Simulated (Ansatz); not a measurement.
# C₃H₉NSi: how energies converge with the basis set

Aim: see how fast density functionals converge with the basis set for C₃H₉NSi.

Computed with Ansatz 0.2.0, Gaussian basis. Level: one geometry, several basis sets.

Plan: PBE0-D4/def2-SVP; ωB97M-V/def2-SVP; PBE0-D4/def2-QZVPP; ωB97M-V/def2-QZVPP; the functionals' def2-TZVPP values are taken from earlier runs.

### Step 1. Structure used throughout

All runs share one geometry, relaxed beforehand with PBE0-D4 in a triple-zeta def2 set.

SMILES `CC(C)[Si]N`, 14 atoms, charge 0, spin multiplicity 1.

Atoms are counted from 1 here; the program's logs count them from 0.

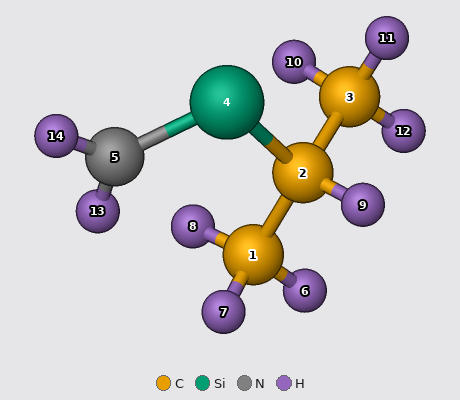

The geometry (carbon amber, silicon teal, nitrogen grey, hydrogen purple); atoms are numbered from 1 in the order of the file.

### Step 2. PBE0-D4 in def2-SVP

in.yaml

```yaml
crystal:
  periodic: [false, false, false]
  atoms:
    - {symbol: C, position_ang: [-1.053573, -0.235429, 0.669593]}
    - {symbol: C, position_ang: [0.332433, 0.358657, 0.482634]}
    - {symbol: C, position_ang: [1.425375, -0.644233, 0.862558]}
    - {symbol: Si, position_ang: [0.790257, 1.103766, -1.233173]}
    - {symbol: N, position_ang: [-0.631626, 0.767748, -2.116308]}
    - {symbol: H, position_ang: [-1.202286, -0.588868, 1.695845]}
    - {symbol: H, position_ang: [-1.846221, 0.489439, 0.461959]}
    - {symbol: H, position_ang: [-1.207511, -1.100407, 0.015136]}
    - {symbol: H, position_ang: [0.436739, 1.220815, 1.160804]}
    - {symbol: H, position_ang: [1.379439, -1.537106, 0.230246]}
    - {symbol: H, position_ang: [2.428137, -0.220427, 0.753010]}
    - {symbol: H, position_ang: [1.316781, -0.976523, 1.900179]}
    - {symbol: H, position_ang: [-1.458988, 0.304655, -1.768202]}
    - {symbol: H, position_ang: [-0.721956, 1.028815, -3.085479]}
basis:
  gaussian: {orbitals: def2-SVP}
hamiltonian: {xc: pbe0, dispersion: d4}
output: {orbitals: {seedname: orbitals}}
```

Started as:

```
ansatz run in.yaml --threads 4 --pin off --events-out ev --progress --plain --max-ram 10444MiB
```

Log:

```text
Functional definition: PBE0
  name "PBE0"
  cite "Adamo & Barone, J. Chem. Phys. 110, 6158 (1999) doi:10.1063/1.478522"
  cite "Perdew, Burke & Ernzerhof, Phys. Rev. Lett. 77, 3865 (1996) doi:10.1103/PhysRevLett.77.3865"
  parent pbe
  parameter a = 0.25
  parameter kappa = 0.804
  parameter beta = 0.06672455060314922
  exchange = (1 - a)*pbe_x(kappa = kappa, mu = beta*pi^2/3) + a*exact_x
  correlation = pbe_c(beta = beta)
1364 factors; their error is unknown
mean field evaluation 1: about -12598.6220 eV, gradient 7.1e1 eV
mean field evaluation 2: about -12583.7131 eV, gradient 1.0e2 eV
mean field evaluation 4: about -12610.2154 eV, gradient 6.1e0 eV
mean field evaluation 8: about -12610.3041 eV, gradient 3.6e-1 eV
mean field evaluation 16: about -12610.3422 eV, gradient 2.6e-4 eV
mean field -12610.34219352 eV, -463.4215280150 hartree, gradient 3.3e-5 eV, S^2 0.000000; 0 other end points of the search recorded, 0 dependent functions left out
reference -12610.34222142 eV, -463.4215290401 hartree; 24, 24 occupied and 95, 95 virtual orbitals, 1364 factors
Total energy: -12610.60972513 eV, -463.4313596202 hartree
```

Wall time 1.2 s (4 threads of Arm Neoverse V2, shared host); peak memory 0.27 GiB.

### Step 3. ωB97M-V in def2-SVP

in.yaml: that of step 2 with these lines changed.

```diff
@@ -19,3 +19,3 @@
   gaussian: {orbitals: def2-SVP}
-hamiltonian: {xc: pbe0, dispersion: d4}
+hamiltonian: {xc: {name: wB97M-V}}
 output: {orbitals: {seedname: orbitals}}
```

Same command.

Log, shortened:

```text
Functional definition: wB97M-V
  name "wB97M-V"
  cite "Mardirossian & Head-Gordon, J. Chem. Phys. 144, 214110 (2016) doi:10.1063/1.4952647"
  cite "Becke, J. Chem. Phys. 107, 8554 (1997) doi:10.1063/1.475007"
  cite "Vydrov & Van Voorhis, J. Chem. Phys. 133, 244103 (2010) doi:10.1063/1.3521275"
  # Of w^i u^j: cxij and so on, Table III.
[...]
  gx(w, u) = 1 - cx + cx01*u + cx10*w
  gss(w, u) = css00 + css04*u^4 + css10*w + css20*w^2 + css43*w^4*u^3
  gos(w, u) = cos00 + cos10*w + (cos20 + cos21*u)*w^2 + (cos60 + cos61*u)*w^6
[...]
      + integral(e_c_pw_mod_opposite_spin*gos(b97_w_opposite, b97_u_opposite)) + vv10(b, c)
1364 factors; their error is unknown
372 factors; integrals over basis functions are off by at most 8.3e-6 eV
[...]
mean field -12616.17401472 eV, -463.6358434912 hartree, gradient 4.7e-5 eV, S^2 0.000000; 0 other end points of the search recorded, 0 dependent functions left out
reference -12616.17405936 eV, -463.6358451317 hartree; 24, 24 occupied and 95, 95 virtual orbitals, 1364 factors
Total energy: -12616.17405936 eV, -463.6358451317 hartree
```

Run time: 4.7 s. Hardware: 4 threads of Arm Neoverse V2, shared host; peak memory 0.37 GiB.

### Step 4. PBE0-D4 in def2-QZVPP

in.yaml: that of step 3 with these lines changed.

```diff
@@ -18,4 +18,4 @@
 basis:
-  gaussian: {orbitals: def2-SVP}
-hamiltonian: {xc: {name: wB97M-V}}
+  gaussian: {orbitals: "def2-QZVPP.json"}
+hamiltonian: {xc: pbe0, dispersion: d4}
 output: {orbitals: {seedname: orbitals}}
```

Launched as before.

Log:

```text
Functional definition: PBE0
  name "PBE0"
  cite "Adamo & Barone, J. Chem. Phys. 110, 6158 (1999) doi:10.1063/1.478522"
  cite "Perdew, Burke & Ernzerhof, Phys. Rev. Lett. 77, 3865 (1996) doi:10.1103/PhysRevLett.77.3865"
  parent pbe
  parameter a = 0.25
  parameter kappa = 0.804
  parameter beta = 0.06672455060314922
  exchange = (1 - a)*pbe_x(kappa = kappa, mu = beta*pi^2/3) + a*exact_x
  correlation = pbe_c(beta = beta)
1639 factors; their error is unknown
mean field evaluation 1: about -12601.3765 eV, gradient 9.0e1 eV
mean field evaluation 2: about -12574.2478 eV, gradient 1.3e2 eV
mean field evaluation 4: about -12618.7712 eV, gradient 9.7e0 eV
mean field evaluation 8: about -12618.9796 eV, gradient 2.7e-1 eV
mean field evaluation 16: about -12618.9838 eV, gradient 2.7e-4 eV
mean field -12618.98379482 eV, -463.7391010051 hartree, gradient 4.1e-5 eV, S^2 0.000000; 0 other end points of the search recorded, 0 dependent functions left out
reference -12618.98383466 eV, -463.7391024693 hartree; 24, 24 occupied and 544, 544 virtual orbitals, 1639 factors
Total energy: -12619.25133837 eV, -463.7489330494 hartree
```

It took 11 s on 4 threads of Arm Neoverse V2, shared host; peak memory 2.3 GiB.

### Step 5. ωB97M-V in def2-QZVPP

in.yaml: that of step 4 with these lines changed.

```diff
@@ -19,3 +19,3 @@
   gaussian: {orbitals: "def2-QZVPP.json"}
-hamiltonian: {xc: pbe0, dispersion: d4}
+hamiltonian: {xc: {name: wB97M-V}}
 output: {orbitals: {seedname: orbitals}}
```

The command is unchanged.

Log, shortened:

```text
Functional definition: wB97M-V
  name "wB97M-V"
  cite "Mardirossian & Head-Gordon, J. Chem. Phys. 144, 214110 (2016) doi:10.1063/1.4952647"
  cite "Becke, J. Chem. Phys. 107, 8554 (1997) doi:10.1063/1.475007"
  cite "Vydrov & Van Voorhis, J. Chem. Phys. 133, 244103 (2010) doi:10.1063/1.3521275"
  # Of w^i u^j: cxij and so on, Table III.
[...]
  gx(w, u) = 1 - cx + cx01*u + cx10*w
  gss(w, u) = css00 + css04*u^4 + css10*w + css20*w^2 + css43*w^4*u^3
  gos(w, u) = cos00 + cos10*w + (cos20 + cos21*u)*w^2 + (cos60 + cos61*u)*w^6
[...]
      + integral(e_c_pw_mod_opposite_spin*gos(b97_w_opposite, b97_u_opposite)) + vv10(b, c)
1619 factors; their error is unknown
456 factors; integrals over basis functions are off by at most 8.0e-6 eV
[...]
mean field -12625.10691575 eV, -463.9641215491 hartree, gradient 5.7e-5 eV, S^2 0.000000; 0 other end points of the search recorded, 0 dependent functions left out
reference -12625.10698070 eV, -463.9641239357 hartree; 24, 24 occupied and 544, 544 virtual orbitals, 1619 factors
Total energy: -12625.10698070 eV, -463.9641239357 hartree
```

It took 23 s on 4 threads of Arm Neoverse V2, shared host; peak memory 2.8 GiB.

### Step 6. Functionals by basis

The def2-TZVPP values come from earlier runs at the same geometry.

```csv
functional,basis,functions,energy (eV),from the largest (eV),HOMO (eV),LUMO (eV)
PBE0-D4,def2-SVP,119,-12610.6097,8.642,-5.78,-0.88
PBE0-D4,def2-TZVPP,292,-12618.7052,0.546,-5.87,-1.06
PBE0-D4,def2-QZVPP,568,-12619.2513,0.000,-5.91,-1.13
ωB97M-V,def2-SVP,119,-12616.1741,8.933,-7.85,1.17
ωB97M-V,def2-TZVPP,292,-12624.5796,0.527,-7.96,0.87
ωB97M-V,def2-QZVPP,568,-12625.1070,0.000,-8.00,0.71
```

### Step 7. Outcome

| quantity | value |
| --- | --- |
| PBE0-D4: double and triple zeta above quadruple | 8.64, 0.55 eV |
| ωB97M-V: double and triple zeta above quadruple | 8.93, 0.53 eV |

In words: For PBE0-D4 the step from double to triple zeta gains 8.10 eV and the next only 0.55 eV. These are total energies; as a rule much of such shifts cancels in differences, which this series doesn't test.

For PBE0-D4 the largest set took about 9 times as long as the smallest (11 s against 1.2 s).
